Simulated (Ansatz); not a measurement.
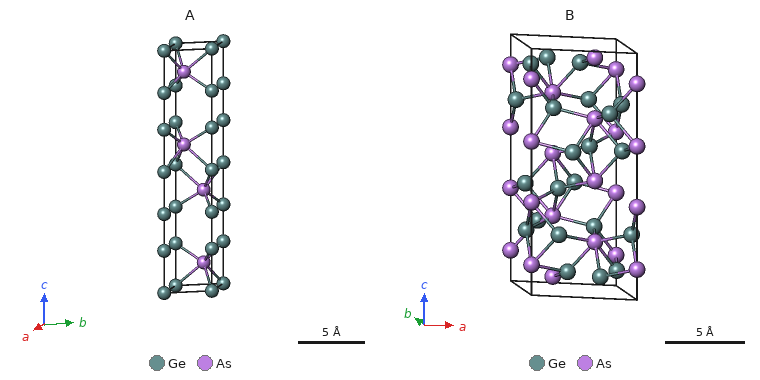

Two structures of Ge3As2, each relaxed to rest (conventional cells in solid outline, small ones repeated, not to one scale). Method: DFT PBE, scalar-relativistic, plane waves, PAW in Ansatz, without spin polarisation.

> Describe A and B.

A: 10 atoms a cell on a primitive hexagonal lattice, P6_3/mmc. B: 30 atoms a cell on a rhombohedral (trigonal R) lattice, R-3c.

> Which is the more stable form at this level of theory?

A is lower, by 87 meV/atom at this level of theory (energies at zero smearing). Volumes: A 23.5, B 22.9 Å³/atom.

One or both may be structure types tried for this composition rather than known phases.
